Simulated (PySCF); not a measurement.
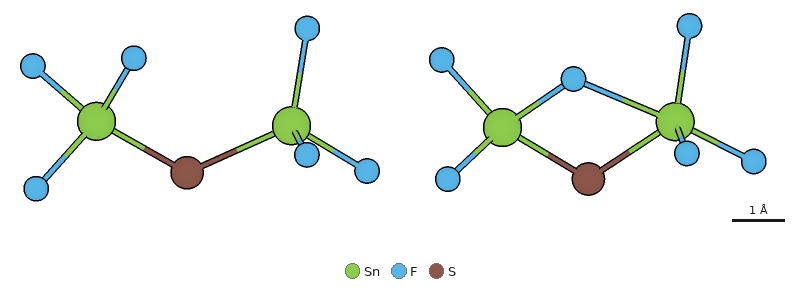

Two geometries of Sn2SF6, drawn at one scale. One is the start of a relaxation, the other its converged end. The picture is a ball-and-stick view, seen at a tilt.

Method: PySCF 2.14.0, density-fitted response routines, PBE0-D3(BJ)/def2-SVP geometry optimisation, gas phase. 

**Which one is relaxed?**

The right one is the relaxed one. The start comes from GFN2-xTB. Its atoms were then displaced at random by about 0.03 Å. An F atom moves most after the best rigid fit: 0.99 Å. Largest moves by element: F 0.99 Å, Sn 0.34 Å, S 0.19 Å. Among the contacts that change: F–Sn 3.682 → 2.360 Å, F–Sn 2.017 → 1.905 Å, S–Sn 2.400 → 2.343 Å, F–Sn 1.959 → 1.905 Å. New bonds form: F–Sn (3.68 → 2.36 Å). Bond angles that change, for instance: S–Sn–F 111.5° → 90.4°, Sn–S–Sn 101.4° → 88.9°, S–Sn–F 113.4° → 122.0°. Over 14 geometry steps the energy falls by 15.0 kcal/mol. Cost: 7.6 min on 1 thread of Arm Neoverse N1, on a shared host.
